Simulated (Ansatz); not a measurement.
**One shape, several levels: PHF2 (difluorophosphine)**

We compute a comparison of 6 runs (UHF/STO-3G, BLYP/STO-3G, UPBE0/STO-3G, r2SCAN0/STO-3G, wB97M-V/STO-3G, UCCSD(T)/STO-3G) of PHF2 (difluorophosphine). 

The calculation is run with Ansatz 0.2.0.

65 further runs of the same task are left out: 6 that didn't finish, 59 set aside as unsound or not needed.

## (1) The molecule

The species is PHF2 (4 atoms), meant as a singlet with charge 0. As SMILES, `FPF`. The P2–F1 distance was set to 2.425 Å, away from the relaxed value. At this shape a bond of the SMILES string is far longer than usual.

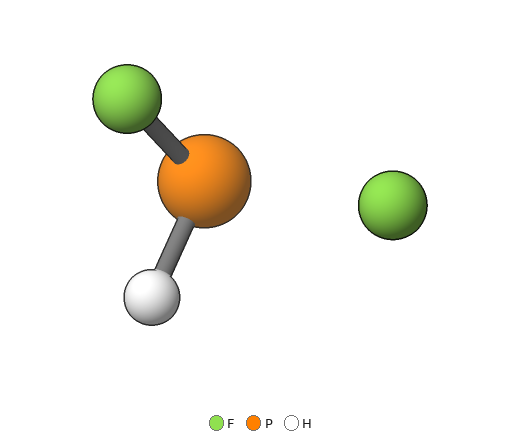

Viewed from a chosen angle; fluorine green, phosphorus orange, hydrogen white.

## (2) A single-point energy at UHF/STO-3G (run 1)

The input, job.yaml:

```yaml
crystal:
  periodic: [false, false, false]
  atoms:
    - symbol: F
      position_ang: [1.811439, 1.122321, -0.136077]
    - symbol: P
      position_ang: [-0.020800, -0.433020, -0.460000]
    - symbol: F
      position_ang: [-1.177160, 0.665480, -0.195640]
    - symbol: H
      position_ang: [-0.002740, -0.836340, 0.899690]
basis:
  gaussian:
    orbitals: STO-3G
magnetization:
  spin_polarized: true
  initial_magnetization: 0
hamiltonian:
  xc: hf
accuracy: high
```

Command:

```sh
ansatz run job.yaml --threads 1 --pin off --max-ram 2610MiB --events-out events.jsonl --progress --plain --runs-dir runs
```

The log of the run:

```text
Warning: RAYON_NUM_THREADS=1 ignored (pool sized by the plan → 1); use --threads N
Functional definition: HF
  name "HF"
  exchange = exact_x
  correlation = 0
344 factors; integrals over basis functions are off by at most 3.3e-8 eV
mean field evaluation 1: about -14506.5193 eV, gradient 1.7e1 eV
mean field evaluation 2: about -14506.5752 eV, gradient 1.7e1 eV
mean field evaluation 4: about -14513.4907 eV, gradient 2.2e0 eV
mean field evaluation 8: about -14513.5623 eV, gradient 1.6e-4 eV
mean field evaluation 16: about -14513.5511 eV, gradient 3.2e-3 eV
mean field evaluation 32: about -14516.5708 eV, gradient 2.8e0 eV
mean field evaluation 64: about -14516.2739 eV, gradient 1.2e-1 eV
mean field evaluation 96: about -14516.2240 eV, gradient 1.4e0 eV
mean field evaluation 128: about -14516.0471 eV, gradient 5.9e0 eV
mean field evaluation 160: about -14510.1942 eV, gradient 3.5e0 eV
mean field -14516.73014121 eV, -533.4799928965 hartree, gradient 1.6e-8 eV, S^2 0.918374; 7 other end points of the search recorded, 0 dependent functions left out
reference -14516.73014121 eV, -533.4799928965 hartree; 17, 17 occupied and 3, 3 virtual orbitals, 344 factors
Total energy: -14516.73014121 eV, -533.4799928965 hartree
```

Wall time 0.38 s (1 thread of Arm Neoverse V1, shared host).

## (3) The energy at BLYP/STO-3G (run 2)

The input, job.yaml:

```yaml
crystal:
  periodic: [false, false, false]
  atoms:
    - {symbol: F, position_ang: [1.811439, 1.122321, -0.136077]}
    - {symbol: P, position_ang: [-0.020800, -0.433020, -0.460000]}
    - {symbol: F, position_ang: [-1.177160, 0.665480, -0.195640]}
    - {symbol: H, position_ang: [-0.002740, -0.836340, 0.899690]}
basis:
  gaussian:
    orbitals: STO-3G
hamiltonian:
  xc: {name: BLYP}
accuracy: high
```

Command:

```sh
ansatz run job.yaml --threads 1 --pin off --max-ram 2610MiB --events-out events.jsonl --progress --plain --runs-dir runs
```

The log of the run:

```text
Warning: RAYON_NUM_THREADS=1 ignored (pool sized by the plan → 1); use --threads N
Functional definition: BLYP
  name "BLYP"
  parameter beta = 0.0042
  parameter a = 0.04918
  parameter b = 0.132
  parameter c = 0.2533
  parameter d = 0.349
  exchange = b88_x(beta = beta)
  correlation = lyp_c(a = a, b = b, c = c, d = d)
344 factors; integrals over basis functions are off by at most 3.3e-8 eV
mean field evaluation 1: about -14541.4909 eV, gradient 2.9e1 eV
mean field evaluation 2: about -14199.7910 eV, gradient 7.2e1 eV
mean field evaluation 4: about -14537.0911 eV, gradient 2.2e1 eV
mean field evaluation 8: about -14548.4704 eV, gradient 1.1e-1 eV
mean field evaluation 16: about -14527.8478 eV, gradient 1.1e1 eV
mean field -14548.47047194 eV, -534.6464285362 hartree, gradient 1.1e-8 eV, S^2 0.000000; 0 other end points of the search recorded, 0 dependent functions left out
reference -14548.47049939 eV, -534.6464295450 hartree; 17, 17 occupied and 3, 3 virtual orbitals, 344 factors
Total energy: -14548.47049939 eV, -534.6464295450 hartree
```

It took 1.1 s on 1 thread of Arm Neoverse V1, shared host; peak memory 0.091 GiB.

## (4) A single-point energy at UPBE0/STO-3G (run 3)

The input, input.yaml:

```yaml
crystal:
  periodic: [false, false, false]
  atoms:
    - {symbol: F, position_ang: [1.811439, 1.122321, -0.136077]}
    - {symbol: P, position_ang: [-0.020800, -0.433020, -0.460000]}
    - {symbol: F, position_ang: [-1.177160, 0.665480, -0.195640]}
    - {symbol: H, position_ang: [-0.002740, -0.836340, 0.899690]}
basis:
  gaussian:
    orbitals: STO-3G
magnetization:
  spin_polarized: true
  initial_magnetization: 0
hamiltonian:
  xc: {name: PBE0}
accuracy: high
```

Command:

```sh
ansatz run input.yaml --threads 1 --pin off --max-ram 2610MiB --events-out events.jsonl --progress --plain --runs-dir runs
```

The log of the run:

```text
Warning: RAYON_NUM_THREADS=1 ignored (pool sized by the plan → 1); use --threads N
Functional definition: PBE0
  name "PBE0"
  parameter a = 0.25
  parameter kappa = 0.804
  parameter beta = 0.06672455060314922
  exchange = (1 - a)*pbe_x(kappa = kappa, mu = beta*pi^2/3) + a*exact_x
  correlation = pbe_c(beta = beta)
344 factors; integrals over basis functions are off by at most 3.3e-8 eV
mean field evaluation 1: about -14535.1684 eV, gradient 2.0e1 eV
mean field evaluation 2: about -14204.6056 eV, gradient 7.8e1 eV
mean field evaluation 4: about -14539.5667 eV, gradient 1.4e1 eV
mean field evaluation 8: about -14539.5596 eV, gradient 1.4e1 eV
mean field evaluation 16: about -14542.7185 eV, gradient 1.6e-7 eV
mean field evaluation 32: about -14543.0800 eV, gradient 4.2e-2 eV
mean field evaluation 64: about -14543.0801 eV, gradient 9.1e-4 eV
mean field -14543.08010898 eV, -534.4483363511 hartree, gradient 1.4e-8 eV, S^2 0.587578; 9 other end points of the search recorded, 0 dependent functions left out
reference -14543.08010988 eV, -534.4483363843 hartree; 17, 17 occupied and 3, 3 virtual orbitals, 344 factors
Total energy: -14543.08010988 eV, -534.4483363843 hartree
```

It took 5.7 s on 1 thread of Arm Neoverse V1, shared host; peak memory 0.12 GiB.

Runs 4 to 5 aren't shown in full; the table further down has their settings and results.

## (5) The energy at UCCSD(T)/STO-3G (run 6)

The input, run.yaml:

```yaml
crystal:
  periodic: [false, false, false]
  atoms:
    - {symbol: F, position_ang: [1.811439, 1.122321, -0.136077]}
    - {symbol: P, position_ang: [-0.020800, -0.433020, -0.460000]}
    - {symbol: F, position_ang: [-1.177160, 0.665480, -0.195640]}
    - {symbol: H, position_ang: [-0.002740, -0.836340, 0.899690]}
basis:
  gaussian:
    orbitals: STO-3G
accuracy: high
correlation:
  method: ccsd_t
  frozen_orbitals: {F: 1, H: 0, P: 5}
scf:
  omitted_lower_state_checks: [cluster_reference, increment]
magnetization:
  spin_polarized: true
```

Command:

```sh
ansatz run run.yaml --threads 1 --pin off --max-ram 2610MiB --events-out events.jsonl --progress --plain --runs-dir runs
```

The log of the run:

```text
Warning: RAYON_NUM_THREADS=1 ignored (pool sized by the plan → 1); use --threads N
[... 16 lines left out ...]
7 core orbitals not correlated: weight in the atoms' cores, before any rotation towards them, 1.000 or more for the frozen orbitals, at most 0.000 for the correlated occupied ones
[... 77 lines left out ...]
WARN: these amplitudes may be one of several solutions (largest doubles amplitude 0.53, level shift 0.00 eV)
Total energy: -14518.83550875 eV, -533.5573637264 hartree
Checks for a lower state left out: cluster_reference, increment
```

Run time: 0.78 s. Hardware: 1 thread of Arm Neoverse V1, shared host.

## (6) Overview of the runs

| run | level | frozen core orbitals | energy (Eh) | wall time |
| --- | --- | --- | --- | --- |
| 1 | UHF/STO-3G | – | -533.479993 | 0.38 s |
| 2 | BLYP/STO-3G | – | -534.646430 | 1.1 s |
| 3 | UPBE0/STO-3G | – | -534.448336 | 5.7 s |
| 4 | r2SCAN0/STO-3G | – | -534.641214 | 2.4 s |
| 5 | wB97M-V/STO-3G | – | -534.748054 | 19 s |
| 6 | UCCSD(T)/STO-3G | 7 | -533.557364 | 0.78 s |

## (7) Summary of results

```
                                          quantity          value
                               run 6: total energy  -533.55736 Eh
run 6: correlation energy (7 core orbitals frozen)      -77.4 mEh
                             run 6: (T) correction      -3.85 mEh
          run 6: ⟨S²⟩ of the reference determinant          0.918
                              run 6: T1 diagnostic          0.045
```

Totals of different functionals can't be ranked against each other. In runs 1, 2, 3, 4, 5, 6 the basis is minimal, so the values are rough. Spin contamination of the reference: run 1 ⟨S²⟩ = 0.92, run 6 ⟨S²⟩ = 0.92, run 3 ⟨S²⟩ = 0.59. Where it is this large, the reference is a mixture of spin states, and values that rest on it are in doubt. All runs together took 29 s, the longest 19 s.
